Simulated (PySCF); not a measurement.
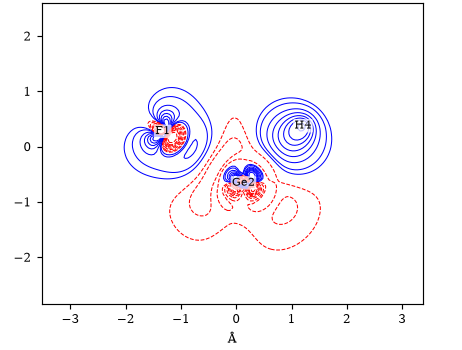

Figure 1: FGeH₃, SMILES `F[GeH3]`. Deformation density (molecule less spherical, spin-averaged free atoms) in the plane of F1, Ge2 and H4; contours at ±0.05 to ±0.8 e/Å³; solid blue lines: gain, dashed red lines: loss.

Level of theory: ωB97X/def2-TZVP (PySCF), at a geometry from GFN2-xTB. No frequency check shows the geometry to be a minimum. GFN2-xTB bond lengths at metals and heavier atoms can be off by up to 0.1 Å and shapes distorted, which carries into these values.

Geometry (Å), atoms numbered from 1:

```
F1      -1.4034    0.0000   -0.0004
Ge2      0.3312   -0.0000    0.0000
H3       0.6761    1.2358    0.7645
H4       0.6813    0.0442   -1.4502
H5       0.6760   -1.2800    0.6881
```

Q: How much density has each bond in this plane gained at its critical point, relative to the free atoms?

A: Ge2–H4: +0.31 e/Å³ at the bond critical point (bond length 1.49 Å, Mayer order 0.9). F1–Ge2: +0.02 e/Å³ at the bond critical point (bond length 1.74 Å, Mayer order 0.9); up to 0.6 Å beside the axis the gain reaches +0.22 e/Å³. In all, 1.2 electrons gather in the regions of gain relative to the promolecule. A small or negative value marks a very polar bond, one between electron-rich atoms, whose free-atom densities already overlap strongly, a long bond to a heavier atom, or a closed-shell contact such as a hydrogen bond.
